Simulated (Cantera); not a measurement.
A closed system holds: 1 mol CH₃SiCl₃, 0.067 mol CH₄, 14 mol H₂, equilibrated at 0.00280 bar.

These are equilibrium values from Cantera (NASA tables, ideal gas, pure condensed phases), not measurements of a reactor. Candidate condensed phases: C, C₆H₆, C₇H₈, C₈H₁₈, Si, SiC; 109 gas species. The feed counts by its element totals alone. The tables' values for SiCl, SiCl₃ are old estimates; treat these amounts as uncertain. Rates play no part.

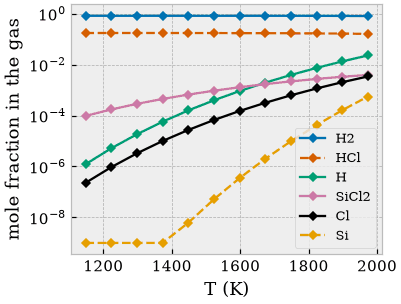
Fig. 1. Equilibrium gas composition (values under 1e-9 drawn at 1e-9)

From 1148 K to 1973 K the condensed part is C(graphite) + SiC(s). The main Si-bearing gas is SiCl₄ at 1148 K and SiCl₂ at 1973 K. The share of Si in condensed phases is highest at 1223 K (99.5 %) and lowest at 1973 K (91.7 %).
